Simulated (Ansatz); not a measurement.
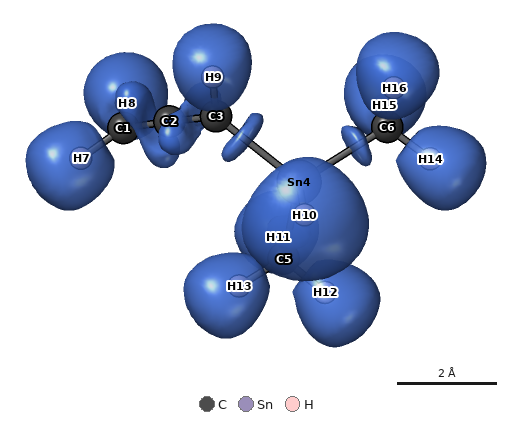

*C₅H₁₀Sn. Isosurface of the ELF at 0.85 (blue), seen at a tilt. Core shells and regions of very low density are left out.*

Core potentials replace the inner electrons of Sn.

Method: Ansatz 0.2.0, RHF/def2-SVP.

```csv
atom,x (Å),y (Å),z (Å)
C,1.5539,-2.6748,0.6440
C,1.2993,-1.4382,0.9697
C,1.0324,-0.2022,1.2637
Sn,0.0214,1.1193,-0.1169
C,-0.2192,0.1023,-2.0058
C,-1.8912,1.6823,0.7245
H,2.4874,-2.9450,0.1642
H,0.8416,-3.4639,0.8559
H,1.3273,0.1620,2.2452
H,0.9931,2.5252,-0.3063
H,-0.8064,-0.8074,-1.8728
H,-0.7315,0.7477,-2.7211
H,0.7532,-0.1715,-2.4170
H,-2.4129,2.3723,0.0593
H,-2.5146,0.7984,0.8676
H,-1.7565,2.1707,1.6905
```

**Describe the localisation domains.**

The ELF exceeds this value in two regions between bonded C–C atoms (shared pairs), ten regions around hydrogen nuclei and three lobes of the valence shell of C pointing towards Sn (polar bonds). Profiles from the grid: C–C (1.30 Å): the ELF peaks at about 0.90 between the atoms: a short, multiple covalent bond. C–Sn (2.16 Å): the ELF peaks at about 0.95 in the valence shell of C, 0.7 Å from its nucleus, and drops to about 0.15 between the two atoms.
